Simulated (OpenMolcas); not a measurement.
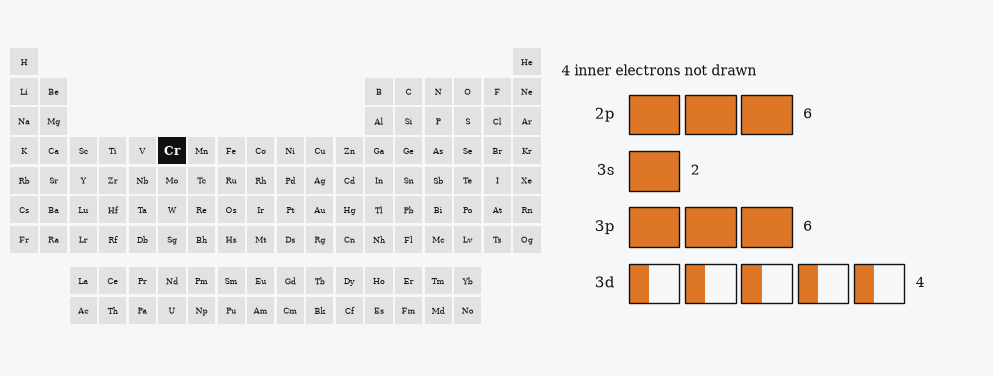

Figure 1. Left, the place of chromium in the periodic table; right, the outer shells of the leading configuration of the lowest level: a box for each of the 2l + 1 orbitals, shaded by the share of the shell that is filled, with the electron count at the right.

**Cr²⁺ complex: multiconfigurational calculation (part 1 of 2)**

- system: Cr²⁺ with 8 ligands (F; cube, 2.334 Å), embedded in SrF2 by model potentials and point charges, whose field is part of the energies.
- method: state-averaged CASSCF, active space 4 electrons in the shell 3d, basis ANO-RCC-VDZP on the metal and ANO-RCC-VDZP on the ligands, DKH2 scalar Hamiltonian, spin-orbit coupling by RASSI with atomic mean-field integrals (OpenMolcas)

### Input
```
&GATEWAY
Basis set
Cr.ANO-RCC-VDZP.
Cr1 0.0 0.0 0.0 Angstrom
End of basis
Basis set
F.ANO-RCC-VDZP.
L1 1.347536 1.347536 1.347536 Angstrom
L2 1.347536 1.347536 -1.347536 Angstrom
L3 1.347536 -1.347536 1.347536 Angstrom
L4 1.347536 -1.347536 -1.347536 Angstrom
End of basis
Basis set
Sr.EMB-AIMP.Pascual.0s.0s.ECP.SrF2.
PseudoCharge
* 21 symmetry-unique lattice sites within 7.6 angstrom
End of basis
Basis set
F.EMB-AIMP.Pascual.0s.0s.ECP.SrF2.
PseudoCharge
* 40 symmetry-unique lattice sites within 7.6 angstrom
End of basis
Symmetry
XYZ
AngMom=0.0 0.0 0.0
AMFI
RICD
XField
1348 Angstrom 0
* Evjen-weighted lattice charges
&SEWARD
&RASSCF
FileOrb=start.orb
Symmetry=1
Spin=5
nActEl=4 0 0
Inactive=23 26
Ras2=5 0
CIRoot=5 5 1
SDav=5
CIMx=300
Iter=150 100
PrWF=0.3
OrbListing=Nothing
MaxOrb=0
LevShft=1.0
>>> COPY $Project.JobIph JOB001
&RASSCF
FileOrb=start.orb
Symmetry=1
Spin=3
nActEl=4 0 0
Inactive=23 26
Ras2=5 0
CIRoot=45 45 1
SDav=45
CIMx=300
Iter=150 100
PrWF=0.3
OrbListing=Nothing
MaxOrb=0
LevShft=1.0
>>> COPY $Project.JobIph JOB002
&RASSCF
FileOrb=start.orb
Symmetry=1
Spin=1
nActEl=4 0 0
Inactive=23 26
Ras2=5 0
CIRoot=50 50 1
SDav=50
CIMx=300
Iter=150 100
PrWF=0.3
OrbListing=Nothing
MaxOrb=0
LevShft=1.0
>>> COPY $Project.JobIph JOB003
&RASSI
NrOfJobIphs=3 5 45 50
1 2 3 4 5
1 2 3 4 5 6 7 8 9 10 11 12 13 14 15 16 17 18 19 20 21 22 23 24 25 26 27
28 29 30 31 32 33 34 35 36 37 38 39 40 41 42 43 44 45
1 2 3 4 5 6 7 8 9 10 11 12 13 14 15 16 17 18 19 20 21 22 23 24 25 26 27
28 29 30 31 32 33 34 35 36 37 38 39 40 41 42 43 44 45 46 47 48 49 50
IphNames
JOB001
JOB002
JOB003
EJob
SpinOrbit
DIPRint=1.0
SOCoupling=1000.0
Subsets=2
Property=9
'ANGMOM' 1 'ANGMOM' 2 'ANGMOM' 3 'MLTPL  1' 1 'MLTPL  1' 2 'MLTPL  1' 3
'AMFI' 1 'AMFI' 2 'AMFI' 3
SOProperty=3
'ANGMOM' 1 'ANGMOM' 2 'ANGMOM' 3
```

The file start.orb holds starting orbitals from an earlier step. A driver script formed the levels outside the program, from RASSI's spin-orbit matrix and the active-space energies, averaged over the components of each term or state.

Hardware: 1 thread of Intel Xeon (Sapphire Rapids), 64 GiB of memory available, shared host.

Command:
```bash
OMP_NUM_THREADS=1 MOLCAS_MEM=2457 MOLCAS_PROJECT=a pymolcas a.inp > a.log  # once for each step of the input, in one work folder
```

### Output (extracts)
```
--- SEWARD ---
Basis set label: CR.ANO-RCC...5S4P2D1F.

      Electronic valence basis set:
      ------------------
      Associated Effective Charge  24.000000 au
      Associated Actual Charge     24.000000 au
      Nuclear Model: Point charge

      Shell  nPrim  nBasis  Cartesian Spherical Contaminant
         s      21       5        X
         p      15       4        X
         d      10       2                 X
         f       6       1                 X
                  Relativistic Douglas-Kroll-Hess integrals:
                    - DKH order of Hamiltonian: 2
                    - DKH order of Properties : 0
                  Atomic mean-field integrals
--- RASSCF ---
Wave function specifications:
      -----------------------------

      Number of closed shell electrons          98
      Number of electrons in active shells       4
      Max number of holes in RAS1 space          0
      Max nr of electrons in RAS3 space          0
      Number of inactive orbitals               49
      Number of active orbitals                  5
      Number of secondary orbitals              92
      Spin quantum number                      2.0
      State symmetry                             1
Orbital specifications:
      -----------------------

      Symmetry species                           1   2
                                                ag  au
      Frozen orbitals                            0   0
      Inactive orbitals                         23  26
      Active orbitals                            5   0
      RAS1 orbitals                              0   0
      RAS2 orbitals                              5   0
      RAS3 orbitals                              0   0
      Secondary orbitals                        43  49
      Deleted orbitals                           0   0
      Number of basis functions                 71  75
      Number of CSFs                             5
      Number of root(s) required                 5
      Iter CI   SX   CI       RASSCF       Energy    max ROT     max BLB   max BLB  Level Ln srch  Step   QN
          iter iter root      energy       change     param      element    value   shift minimum  type update
 Nr of preliminary CI iterations:   1
      Total energies have been shifted. Add                -1000.00 au
        1   1   10    0  -847.09600113    0.00E+00  -6.73E-02   20  63 1 -3.17E-01*  0.75   0.00    SX    NO
        2   1   10    0  -847.85741024   -7.61E-01* -1.81E-02    4  37 2  6.00E-02*  0.71   0.00    SX    NO
        3   1    9    0  -847.89082518   -3.34E-02* -4.96E-03   20  63 1  2.23E-02*  0.73   0.00    SX    NO
        4   1    9    0  -847.89525512   -4.43E-03* -2.05E-03   16  29 2  6.96E-03*  0.74   0.00    SX    NO
        5   1    8    0  -847.89631459   -1.06E-03*  2.21E-03   16  29 2  4.18E-03*  0.74   2.12    LS   YES
        6   1    8    0  -847.89672283   -4.08E-04* -9.65E-04    6  39 2 -2.27E-03*  0.75   1.03    QN   YES
        7   1    7    0  -847.89678682   -6.40E-05* -6.07E-04    4  37 2 -1.44E-03*  0.74   1.63    LS   YES
        8   1    7    0  -847.89679810   -1.13E-05*  1.51E-04    8  40 2 -1.20E-03*  0.74   1.00    QN   YES
        9   1    7    0  -847.89680613   -8.04E-06* -6.70E-05    5  38 2  2.06E-04*  0.74   1.16    QN   YES
       10   1    6    0  -847.89680670   -5.64E-07* -3.99E-05   20  63 1  6.70E-05   0.74   1.31    QN   YES
       11   1    5    0  -847.89680678   -7.96E-08* -7.04E-06    3  35 1  3.74E-05   0.74   1.17    QN   YES
       12   1    5    0  -847.89680678   -5.85E-09   2.96E-06    4  27 2 -8.60E-06   0.74   1.20    QN   YES
      Convergence after 12 iterations
       13   1    5    0  -847.89680678   -5.20E-10   2.96E-06   23  67 2 -1.93E-06   0.74   1.20    QN   YES
      Natural orbitals and occupation numbers for root  1
      sym 1:   0.000000   1.000000   1.000000   1.000000   1.000000
      Natural orbitals and occupation numbers for root  2
      sym 1:   1.000000   0.000000   1.000000   1.000000   1.000000
      Natural orbitals and occupation numbers for root  3
      sym 1:   1.000000   1.000000   1.000000  -0.000000   1.000000
::    RASSCF root number  1 Total energy:  -1847.90371318
::    RASSCF root number  2 Total energy:  -1847.90371318
::    RASSCF root number  3 Total energy:  -1847.90371318
::    RASSCF root number  4 Total energy:  -1847.88644719
::    RASSCF root number  5 Total energy:  -1847.88644719
--- RASSCF ---
Wave function specifications:
      -----------------------------

      Number of closed shell electrons          98
      Number of electrons in active shells       4
      Max number of holes in RAS1 space          0
      Max nr of electrons in RAS3 space          0
      Number of inactive orbitals               49
      Number of active orbitals                  5
      Number of secondary orbitals              92
      Spin quantum number                      1.0
      State symmetry                             1
Orbital specifications:
      -----------------------

      Symmetry species                           1   2
                                                ag  au
      Frozen orbitals                            0   0
      Inactive orbitals                         23  26
      Active orbitals                            5   0
      RAS1 orbitals                              0   0
      RAS2 orbitals                              5   0
      RAS3 orbitals                              0   0
      Secondary orbitals                        43  49
      Deleted orbitals                           0   0
      Number of basis functions                 71  75
      Number of CSFs                            45
      Number of root(s) required                45
      Iter CI   SX   CI       RASSCF       Energy    max ROT     max BLB   max BLB  Level Ln srch  Step   QN
          iter iter root      energy       change     param      element    value   shift minimum  type update
 Nr of preliminary CI iterations:   1
      Total energies have been shifted. Add                -1000.00 au
        1   1   10    0  -847.76061385    0.00E+00  -1.13E-02   26  32 1 -1.67E-02*  0.74   0.00    SX    NO
        2   1    9    0  -847.76176222   -1.15E-03* -1.63E-03   10  37 2 -1.22E-02*  0.73   0.00    SX    NO
        3   1    8    0  -847.76193921   -1.77E-04* -1.56E-03   26  32 1 -2.27E-03*  0.73   0.00    SX    NO
        4   1    8    0  -847.76197221   -3.30E-05* -4.25E-04    7  35 1 -1.46E-03*  0.73   0.00    SX    NO
        5   1    7    0  -847.76197928   -7.07E-06* -3.44E-04   26  32 1 -3.99E-04*  0.73   1.81    LS   YES
        6   1    7    0  -847.76198105   -1.77E-06*  2.01E-04   10  37 2  6.66E-04*  0.73   1.01    QN   YES
        7   1    6    0  -847.76198147   -4.22E-07* -3.50E-05   12  29 1  7.25E-05   0.73   0.92    QN   YES
        8   1    6    0  -847.76198151   -3.37E-08* -5.25E-05   12  29 1  4.02E-05   0.73   2.50    LS   YES
        9   1    6    0  -847.76198150    4.74E-09  -2.05E-05   10  37 2  6.05E-05   0.73   0.44    LS   YES
      Convergence after  9 iterations
       10   1    6    0  -847.76198151   -1.15E-08* -2.05E-05   10  37 2  3.81E-05   0.73   0.44    LS   YES
      Natural orbitals and occupation numbers for root  1
      sym 1:   0.871819   0.176541   1.815424   0.130196   1.006019
      Natural orbitals and occupation numbers for root  2
      sym 1:   0.126031   1.618514   1.207554   0.705941   0.341961
      Natural orbitals and occupation numbers for root  3
      sym 1:   0.126459   1.645399   1.180063   0.729362   0.318717
::    RASSCF root number  1 Total energy:  -1847.82727540
::    RASSCF root number  2 Total energy:  -1847.82727540
::    RASSCF root number  3 Total energy:  -1847.82727539
::    RASSCF root number  4 Total energy:  -1847.81867249
::    RASSCF root number  5 Total energy:  -1847.81867249
::    RASSCF root number  6 Total energy:  -1847.81867249
::    RASSCF root number  7 Total energy:  -1847.81222798
::    RASSCF root number  8 Total energy:  -1847.81222798
::    RASSCF root number  9 Total energy:  -1847.81222798
::    RASSCF root number 10 Total energy:  -1847.80345778
::    RASSCF root number 11 Total energy:  -1847.80345778
::    RASSCF root number 12 Total energy:  -1847.80098068
::    RASSCF root number 13 Total energy:  -1847.80098068
::    RASSCF root number 14 Total energy:  -1847.80098068
::    RASSCF root number 15 Total energy:  -1847.79986878
::    RASSCF root number 16 Total energy:  -1847.79986878
::    RASSCF root number 17 Total energy:  -1847.79986878
::    RASSCF root number 18 Total energy:  -1847.78840462
::    RASSCF root number 19 Total energy:  -1847.78822689
::    RASSCF root number 20 Total energy:  -1847.78822689
::    RASSCF root number 21 Total energy:  -1847.78822689
::    RASSCF root number 22 Total energy:  -1847.78727030
::    RASSCF root number 23 Total energy:  -1847.78727030
::    RASSCF root number 24 Total energy:  -1847.78727030
::    RASSCF root number 25 Total energy:  -1847.78337004
::    RASSCF root number 26 Total energy:  -1847.78337004
::    RASSCF root number 27 Total energy:  -1847.77436586
::    RASSCF root number 28 Total energy:  -1847.76992651
::    RASSCF root number 29 Total energy:  -1847.76992651
::    RASSCF root number 30 Total energy:  -1847.76992651
--- RASSCF ---
Wave function specifications:
      -----------------------------

      Number of closed shell electrons          98
      Number of electrons in active shells       4
      Max number of holes in RAS1 space          0
      Max nr of electrons in RAS3 space          0
      Number of inactive orbitals               49
      Number of active orbitals                  5
      Number of secondary orbitals              92
      Spin quantum number                      0.0
      State symmetry                             1
Orbital specifications:
      -----------------------

      Symmetry species                           1   2
                                                ag  au
      Frozen orbitals                            0   0
      Inactive orbitals                         23  26
      Active orbitals                            5   0
      RAS1 orbitals                              0   0
      RAS2 orbitals                              5   0
      RAS3 orbitals                              0   0
      Secondary orbitals                        43  49
      Deleted orbitals                           0   0
      Number of basis functions                 71  75
      Number of CSFs                            50
      Number of root(s) required                50
      Iter CI   SX   CI       RASSCF       Energy    max ROT     max BLB   max BLB  Level Ln srch  Step   QN
          iter iter root      energy       change     param      element    value   shift minimum  type update
 Nr of preliminary CI iterations:   1
      Total energies have been shifted. Add                -1000.00 au
        1   1    9    0  -847.69525026    0.00E+00  -4.65E-03   26  32 1 -6.83E-03*  0.73   0.00    SX    NO
        2   1    8    0  -847.69553581   -2.86E-04* -8.28E-04    7  35 1 -5.77E-03*  0.72   0.00    SX    NO
        3   1    8    0  -847.69558156   -4.58E-05* -6.59E-04   26  32 1 -9.49E-04*  0.72   0.00    SX    NO
        4   1    7    0  -847.69559050   -8.94E-06*  2.19E-04    7  35 1 -7.23E-04*  0.72   0.00    SX    NO
        5   1    7    0  -847.69559252   -2.02E-06*  1.88E-04   16  28 1  1.70E-04*  0.72   1.86    LS   YES
        6   1    7    0  -847.69559305   -5.30E-07*  9.13E-05    7  35 1  3.63E-04*  0.72   0.98    QN   YES
        7   1    6    0  -847.69559319   -1.37E-07* -1.92E-05   25  31 1  3.82E-05   0.72   0.91    QN   YES
        8   1    5    0  -847.69559320   -1.20E-08* -9.76E-06   12  29 1  1.62E-05   0.72   2.25    QN   YES
        9   1    4    0  -847.69559320   -2.97E-09   2.10E-06   12  29 1  4.07E-06   0.72   1.09    QN   YES
      Convergence after  9 iterations
       10   1    4    0  -847.69559320   -1.40E-10   2.10E-06   12  29 1  1.89E-06   0.72   1.09    QN   YES
      Natural orbitals and occupation numbers for root  1
      sym 1:   1.885899   1.885899   0.076068   0.076068   0.076068
      Natural orbitals and occupation numbers for root  2
      sym 1:   1.257640   1.645275   0.051859   0.722385   0.322841
      Natural orbitals and occupation numbers for root  3
      sym 1:   1.676299   1.226592   0.756273   0.052815   0.288021
::    RASSCF root number  1 Total energy:  -1847.79981242
::    RASSCF root number  2 Total energy:  -1847.78664612
::    RASSCF root number  3 Total energy:  -1847.78664612
::    RASSCF root number  4 Total energy:  -1847.78664612
::    RASSCF root number  5 Total energy:  -1847.77393688
::    RASSCF root number  6 Total energy:  -1847.77393688
::    RASSCF root number  7 Total energy:  -1847.77393688
::    RASSCF root number  8 Total energy:  -1847.76684978
::    RASSCF root number  9 Total energy:  -1847.76684978
::    RASSCF root number 10 Total energy:  -1847.76290086
::    RASSCF root number 11 Total energy:  -1847.75926191
::    RASSCF root number 12 Total energy:  -1847.75926191
::    RASSCF root number 13 Total energy:  -1847.75926191
::    RASSCF root number 14 Total energy:  -1847.75875393
::    RASSCF root number 15 Total energy:  -1847.75733313
::    RASSCF root number 16 Total energy:  -1847.75733313
::    RASSCF root number 17 Total energy:  -1847.75733313
::    RASSCF root number 18 Total energy:  -1847.74834750
::    RASSCF root number 19 Total energy:  -1847.74834750
::    RASSCF root number 20 Total energy:  -1847.74207296
::    RASSCF root number 21 Total energy:  -1847.74207296
::    RASSCF root number 22 Total energy:  -1847.74207296
::    RASSCF root number 23 Total energy:  -1847.73121125
::    RASSCF root number 24 Total energy:  -1847.73121125
::    RASSCF root number 25 Total energy:  -1847.73121125
::    RASSCF root number 26 Total energy:  -1847.72797351
::    RASSCF root number 27 Total energy:  -1847.71101284
::    RASSCF root number 28 Total energy:  -1847.71101284
::    RASSCF root number 29 Total energy:  -1847.69921432
::    RASSCF root number 30 Total energy:  -1847.69421814
```

(Continued in part 2.) Outcome of the run: converged.
